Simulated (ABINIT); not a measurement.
Band structure of SrAlGe (P-6m2, 3 atoms in the cell).

```xyz
3
Lattice="4.2965 0.0000 0.0000 -2.1483 3.7209 0.0000 0.0000 0.0000 4.7790" Properties=species:S:1:pos:R:3 pbc="T T T"
Sr     0.0000     0.0000     0.0000
Al     2.1483     1.2403     2.3895
Ge     0.0000     2.4806     2.3895
```

Computed with PBEsol, norm-conserving pseudopotentials (PseudoDojo nc-sr-04 PBEsol standard) (plane waves; ABINIT 10.0.3).

Settings: pseudos = [Sr.upf, Al.upf, Ge.upf]; ecut = 1061 eV; occopt = 3; tsmear = 0.05 eV; ngkpt = 6 6 5; nshiftk = 1; shiftk = 0 0 0; potentials = PseudoDojo nc-sr-04 PBEsol standard; kptopt = 1; nstep = 100; toldfe1 = 1e-09 Ha; ndtset = 2; getden2 = 1.

The starting cell comes from a database of computed structures (which also holds hypothetical and non-ambient phases and stackings), without a prior relaxation at this level.

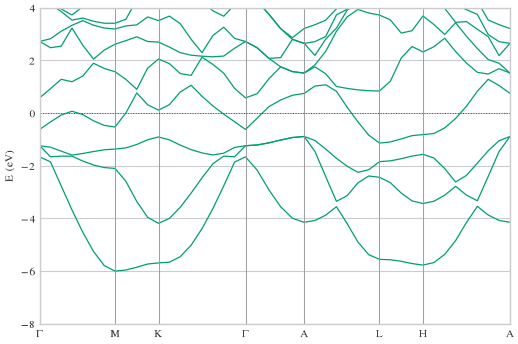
Figure. Bands along the path, energies from the Fermi level.

Levels in eV from the Fermi level, bands 10 to 17:
| point | 10 | 11 | 12 | 13 | 14 | 15 | 16 | 17 |
|---|---|---|---|---|---|---|---|---|
| Γ | -10.22 | -1.66 | -1.24 | -1.24 | -0.62 | 0.58 | 2.72 | 2.72 |
| M | -8.70 | -6.00 | -2.10 | -1.36 | -0.53 | 1.57 | 2.61 | 3.19 |
| K | -8.45 | -5.69 | -4.18 | -0.91 | 0.11 | 2.05 | 2.70 | 3.51 |
| A | -9.71 | -4.14 | -0.89 | -0.89 | 0.75 | 1.52 | 1.52 | 2.65 |
| L | -8.73 | -5.55 | -2.43 | -1.84 | -1.14 | 0.84 | 3.72 | 5.15 |
| H | -8.51 | -5.77 | -3.43 | -1.57 | -0.82 | 2.32 | 3.69 | 4.74 |

Bands cross the Fermi level along this path, so the cell is metallic at this level.
